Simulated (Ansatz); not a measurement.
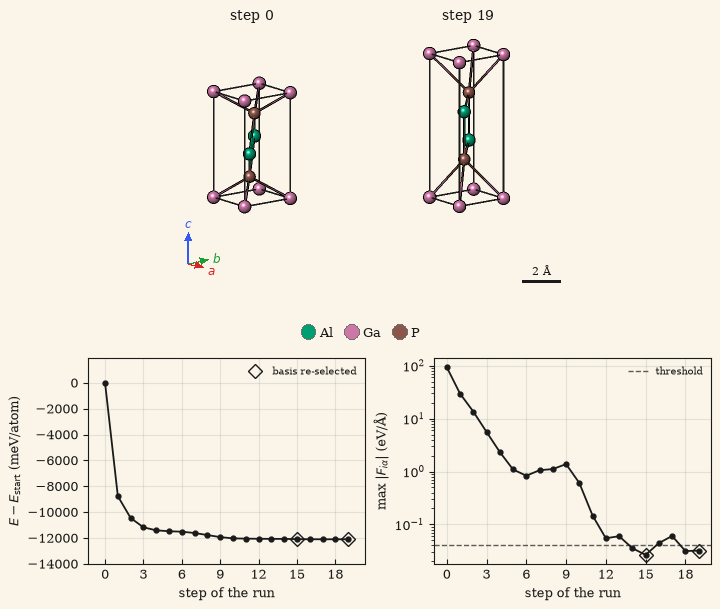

First and last geometry of a relaxation of crystalline Al2GaP2 (a generated structure, set up in P-3m1) (coarse preliminary run), with the history of the run. The picture is a ball-and-stick view of the cell of the calculation, seen slightly off an axis.

Theory: Ansatz, DFT PBE, scalar-relativistic, plane waves, PAW.

The input:
```yaml
crystal:
  lattice:
    - [4.08537809, 0.0, 0.0]
    - [-2.04268905, 3.53804121, 0.0]
    - [0.0, 0.0, 5.65015411]
  atoms:
    - { symbol: Al, position: [0.33333333, 0.66666667, 0.55685687] }
    - { symbol: Al, position: [0.66666667, 0.33333333, 0.44314313] }
    - { symbol: Ga, position: [0.0, 0.0, 0.0] }
    - { symbol: P, position: [0.33333333, 0.66666667, 0.77231658] }
    - { symbol: P, position: [0.66666667, 0.33333333, 0.22768342] }
basis:
  ecutwfc: 420
kpoints:
  mp_grid: { grid: [6, 6, 4] }
hamiltonian:
  xc: pbe
scf:
  occupations: { method: gaussian, width: 0.1 }
  lower_state_search: "off"
output:
  forces: true
  stress: true
  eigenvalues: true
relax:
  adjacent_minimum: "off"
  f_tol: 0.04
  max_steps: 70
  cell: { stress_tol: 0.4 }
```

Command:
```bash
ansatz run input.yaml --threads 1 --pin off --max-ram 2560MiB --backend cpu --events-out ev --progress --plain --runs-dir out
```

Did the run converge, and what did it change?

It converged. After 17 accepted moves (19 points after the start) the energy has fallen by 12102 meV per atom. The largest force component goes from 94 to 0.032 eV/Å. The pressure goes from 160.90 to −0.21 GPa. The SCF was repeated twice at an unchanged geometry on a basis and grid sized afresh for the cell, which shifted the energy by 19.1 meV per atom at most. The largest moves relative to the cell, 1.35 Å, are those of Al1 and Al2. Al2 goes along +c. By element the largest moves are Al 1.35 Å, P 0.46 Å. Ga stays in place. Cell: a = b 4.085 → 3.938 Å (−3.6 %), c 5.650 → 7.686 Å (+36.0 %). Volume +26.4 %. Some distances before and after: Al1–P4 1.217 → 2.545 Å, Al1–P5 3.004 → 2.386 Å, Ga3–P4 2.687 → 3.169 Å, Al1–Al2 2.445 → 2.912 Å. The space group stays P-3m1 (No. 164).

```tsv
step	E − E(0), meV/atom	largest force component, eV/Å	pressure, GPa	volume, Å³/atom	note
0	0.00	93.9723	160.90	16.334	
1	-8767.60	29.6951	64.62	17.752	
2	-10454.03	13.6118	32.77	18.772	
3	-11175.33	5.6068	14.25	19.951	
4	-11409.72	2.3360	5.07	20.998	
5	-11478.49	1.0929	1.29	21.356	
6	-11514.39	0.8319	-0.18	21.071	
7	-11616.39	1.0583	-2.60	20.386	
8	-11774.14	1.1108	-4.08	19.707	
9	-11932.70	1.3806	-3.51	19.079	
10	-12029.28	0.6065	0.22	18.707	
11	-12052.34	0.1468	2.15	18.448	
12	-12062.61	0.0546	1.01	19.045	
13	-12070.38	0.0599	-0.29	19.540	
14	-12071.04	0.0355	0.09	19.485	
15	-12090.19	0.0265	1.12	19.485	same geometry, new basis
16	-12098.55	0.0444	0.27	20.076	
17	-12101.23	0.0604	0.44	20.517	
18	-12101.37	0.0314	-0.23	20.641	
19	-12101.95	0.0319	-0.21	20.641	same geometry, new basis
```
